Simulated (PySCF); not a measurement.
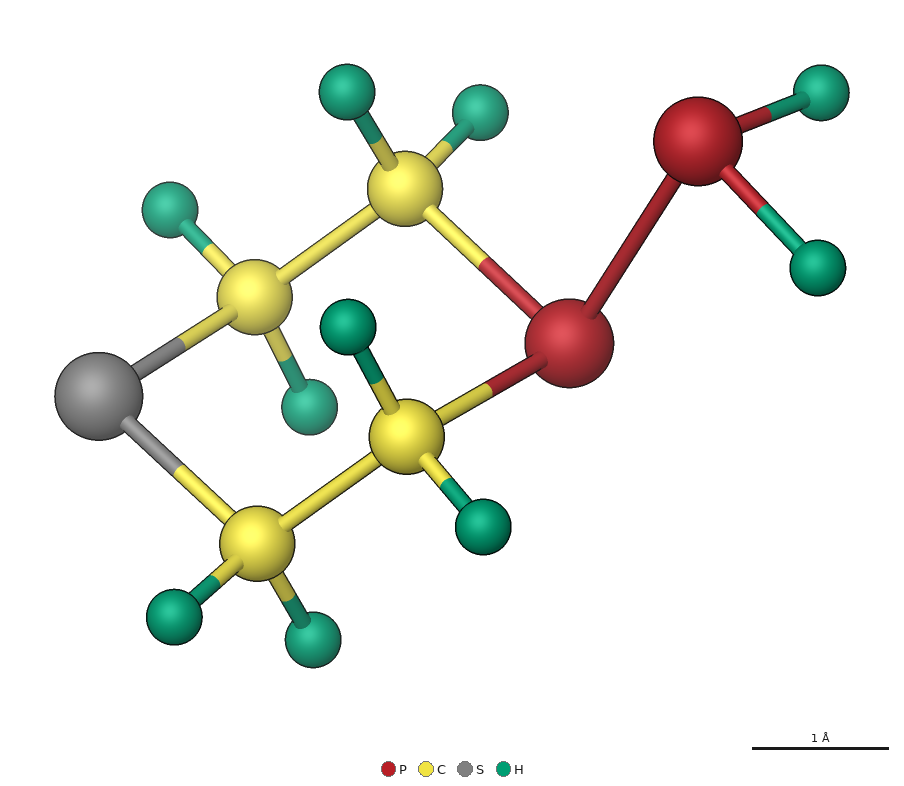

A ball-and-stick model of a molecule. Every bond is drawn as one stick, whatever its order.

Computed geometry: GFN2-xTB optimisation. No frequency run is at hand to confirm it as a minimum.

What does the picture show?

Formula C₄H₁₀P₂S. Its SMILES string is `PP1CCSCC1`. Independent rings (smallest set): 1 of 6 members. Among its groups: thioether. Coordination: 2 P trigonal pyramidal; 4 C tetrahedral; 1 S bent.

More results for the same structure follow; atom numbers are the same in all pictures, views and colours differ.

### Geometry

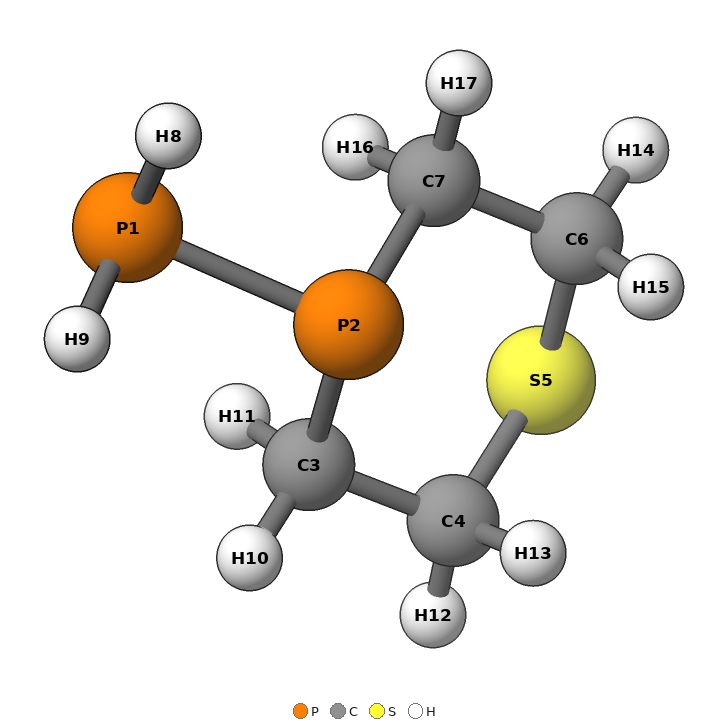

No frequency run is at hand to confirm it as a minimum.

Give the bond lengths. Leave out bonds to hydrogen.

```csv
bond,length (Å),order
P1–P2,2.170,single
P2–C3,1.868,single
P2–C7,1.868,single
C3–C4,1.519,single
C4–S5,1.820,single
S5–C6,1.821,single
C6–C7,1.519,single
```

### Dipole moment

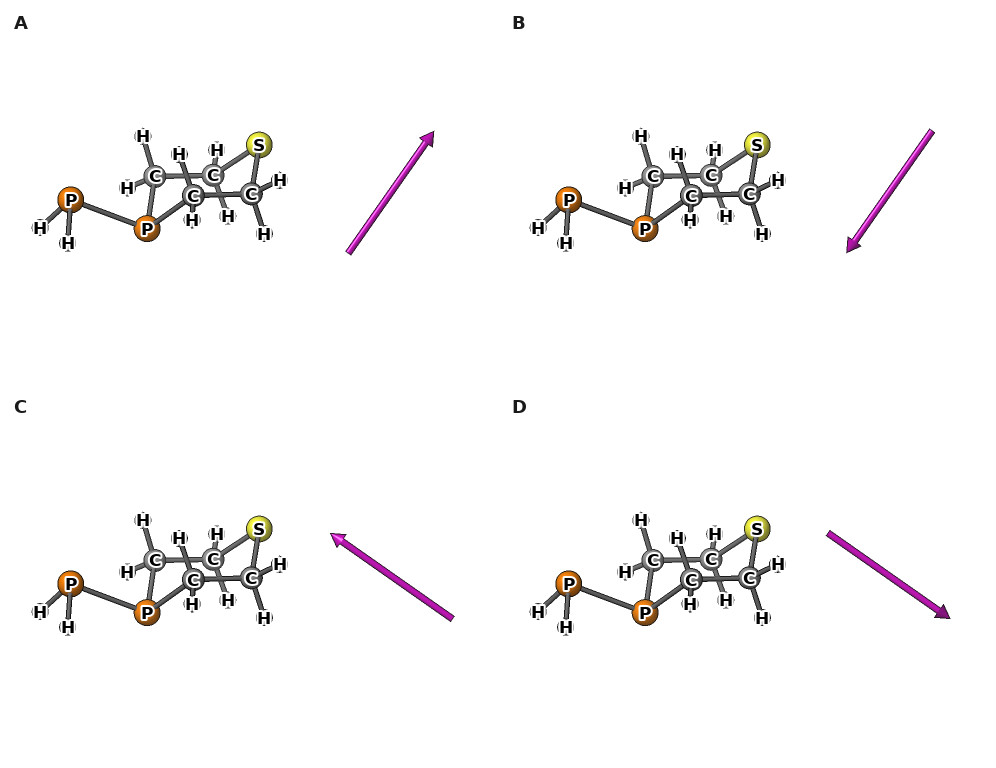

The same molecule four times, each with an arrow. No frequency run is at hand to confirm it as a minimum. Level of theory: CAM-B3LYP/def2-SVPD, gas phase (PySCF 2.14.0).

Question: Which arrow points along the dipole moment, from the negative to the positive end?

Answer: B. The dipole moment is 1.04 D.

### Excitation

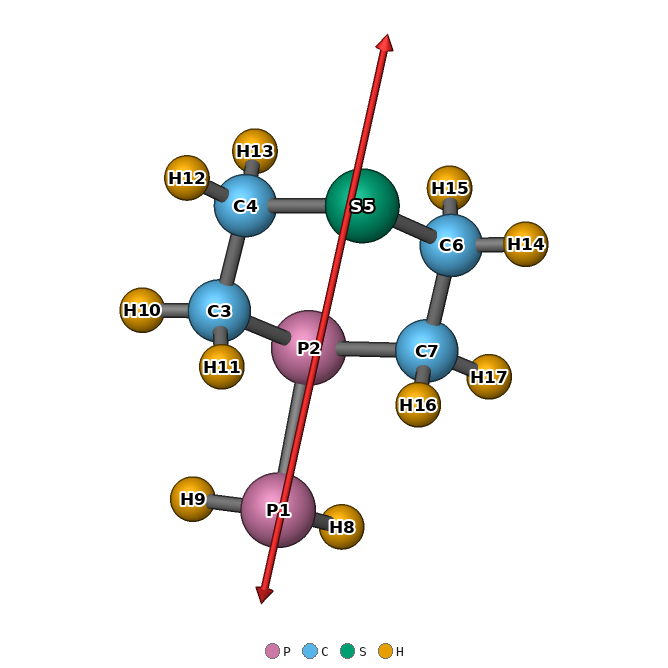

The double arrow shows the direction of the transition dipole to excited singlet state 2 (its length means nothing). No frequency run is at hand to confirm it as a minimum. Properties computed with TDDFT CAM-B3LYP/def2-SVPD, vertical, gas phase, core orbitals frozen in the response (PySCF 2.14.0).

Question: How is the transition polarised?

Answer: Nearly parallel to the C3–C4 bond.

Question: Where does the transition lie, and how strong is it?

Answer: 5.69 eV (218 nm), oscillator strength 0.18, mainly HOMO → LUMO (weight 0.77); transition dipole 2.87 D.

### Polarisability

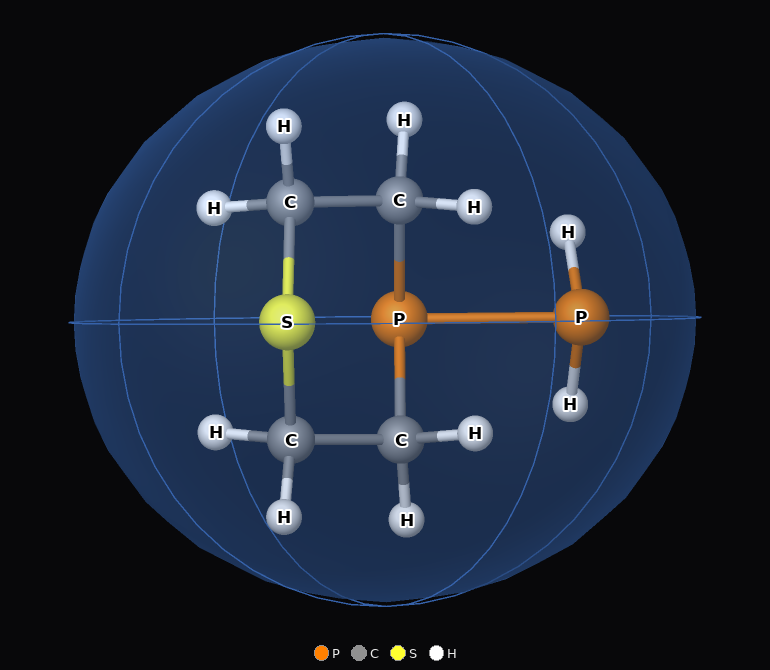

The ellipsoid shows the static dipole polarisability: its half-axes are proportional to the principal values. No frequency run is at hand to confirm it as a minimum. Level of theory: CAM-B3LYP/def2-SVPD (PySCF 2.14.0).

Question: Give the principal values, the mean and the anisotropy.

Answer: Principal values 97.1, 111.8, 142.9 bohr³; mean 117.3 bohr³ (17.38 Å³); anisotropy 40.5 bohr³, so the longest axis is 1.47 times the shortest.

The geometry is semi-empirical. Around P such bond lengths and angles can be off by a tenth of an ångström or more and by several degrees, and values that hang on the shape move with them.
